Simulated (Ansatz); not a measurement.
Redistribution: C4H9F + C2H3F2I → C3H6FI + C3H6F2

Species: C4H9F `CC(C)CF`, singlet; C2H3F2I `FCC(F)I`, singlet; C3H6FI `CC(I)CF`, singlet; C3H6F2 `CC(F)CF`, singlet. The partners trade CH3 for I; both sit on C, so the bond types are kept.

Shapes, held fixed at every level: PBE0-D4/def2-TZVP. Flexible molecules stand in one conformer, not always the lowest. Programs: Ansatz 0.2.0. Electronic energies: no zero-point or thermal term.

```
               level                    kind  ΔE (kJ/mol)  less CCSD(T)/def2-TZVPP  CPU time (sum over the molecules)
       HF/def2-TZVPP            Hartree–Fock        -24.6                     -5.7                                  –
   PBE-D4/def2-TZVPP                     GGA        -12.8                     +6.1                               29 s
r2SCAN-D4/def2-TZVPP                meta-GGA        -15.1                     +3.8                               51 s
  PBE0-D4/def2-TZVPP           global hybrid        -16.6                     +2.3                               35 s
  wB97X-V/def2-TZVPP  range-separated hybrid        -17.7                     +1.2                               88 s
   B2PLYP/def2-TZVPP           double hybrid        -17.9                     +1.0                               71 s
      MP2/def2-TZVPP     perturbation theory        -19.9                     -1.0                                  –
  CCSD(T)/def2-TZVPP   coupled cluster or CI        -18.9                      0.0                             30 min
```

The highest level, CCSD(T)/def2-TZVPP, gives ΔE = -18.9 kJ/mol; the levels span -24.6 to -12.8. The column of differences is taken from that level and isn't an error. No measured value is set beside it here. For atoms past krypton def2 sets carry core potentials with scalar relativity. Outer-core shells of I are correlated in most correlated rows, in sets that cover them unevenly. Times are processor times on shared x86 and Arm servers, and rough.

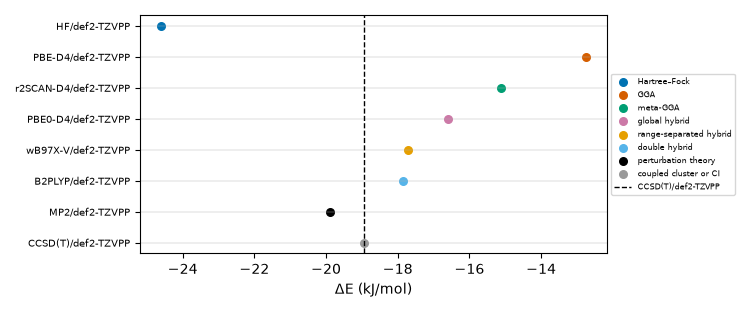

The values of the table, level by level.
